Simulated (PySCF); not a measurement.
C₆H₁₀Si₂, SMILES [SiH3][SiH2]c1ccccc1 at its GFN2-xTB optimised geometry (Å):

```
18

Si     3.4624     0.0218     2.1725
Si     2.6679    -0.0010     0.0000
C      0.7791    -0.0010     0.0000
C      0.0618     1.1910     0.0000
C     -1.3204     1.1967     0.0447
C     -2.0156     0.0001     0.0939
C     -1.3195    -1.1971     0.0977
C      0.0626    -1.1925     0.0529
H      4.7926    -0.5845     2.2775
H      2.5924    -0.7131     3.0961
H      3.5846     1.3798     2.7113
H      3.0943    -1.1853    -0.7618
H      3.0955     1.1665    -0.7864
H      0.5974     2.1298    -0.0405
H     -1.8580     2.1344     0.0407
H     -3.0955     0.0004     0.1281
H     -1.8565    -2.1344     0.1350
H      0.5987    -2.1319     0.0540
```

Calculation: PySCF 2.14.0 with PBE/def2-SVP. Cells within 0.4 Å of a nucleus heavier than hydrogen are left out (blank, or x).

Map of the deformation density (molecule minus spherical neutral atoms) (e/bohr³) on the plane z = 0.0 Å:

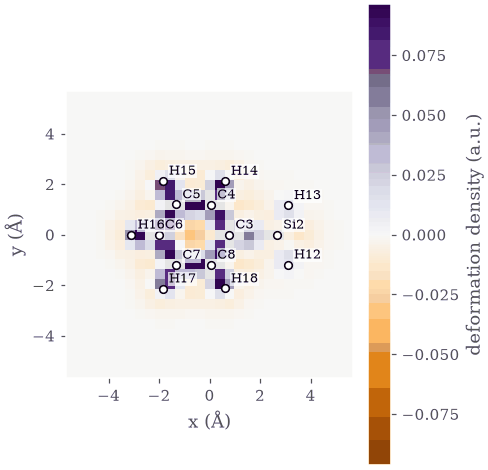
Figure. Deformation density (molecule minus spherical neutral atoms) (e/bohr³) on the plane z = 0.0 Å.
